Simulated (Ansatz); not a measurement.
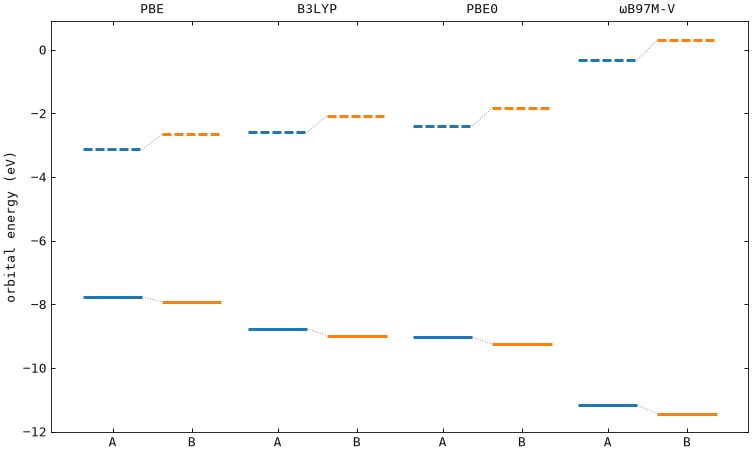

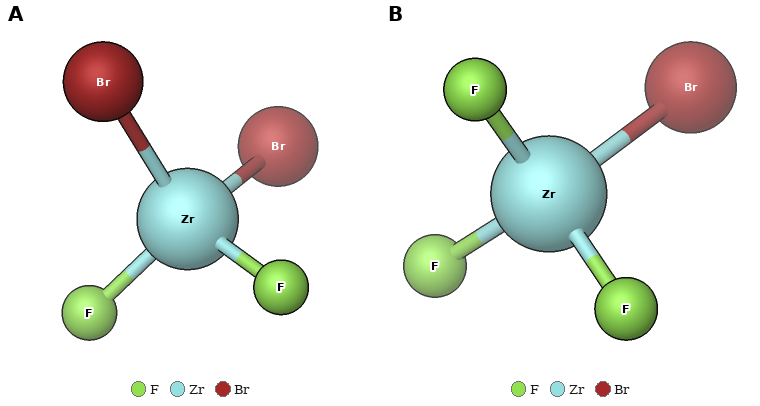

One change: A, ZrBr₂F₂ (SMILES [F][Zr]([F])([Br])[Br]), becomes B, ZrBrF₃ (SMILES [F][Zr]([F])([F])[Br]). Br on Zr is replaced by F. HOMO (solid) and LUMO (dashed) computed in def2-TZVPP at PBE0-D4/def2-TZVP geometries, both minima by their frequencies, gas phase, the Ansatz code 0.2.0. Empty levels above zero depend strongly on the basis.

What does the change do to HOMO and LUMO?

Answer. PBE: the HOMO falls by 0.16 eV, the LUMO rises by 0.48 eV, and the separation goes from 4.63 to 5.27 eV. B3LYP: the HOMO falls by 0.21 eV, the LUMO rises by 0.51 eV, and the separation goes from 6.18 to 6.91 eV. PBE0: the HOMO falls by 0.21 eV, the LUMO rises by 0.56 eV, and the separation goes from 6.65 to 7.42 eV. ωB97M-V: the HOMO falls by 0.26 eV, the LUMO rises by 0.63 eV, and the separation goes from 10.85 to 11.74 eV.

Do the functionals agree on the effect?

Answer. They agree on the direction for both levels; the HOMO shift lies between −0.26 and −0.16 eV and the LUMO shift between 0.48 and 0.63 eV, while the separations themselves differ by up to 6.5 eV between functionals.

Caveats: core potentials past krypton.
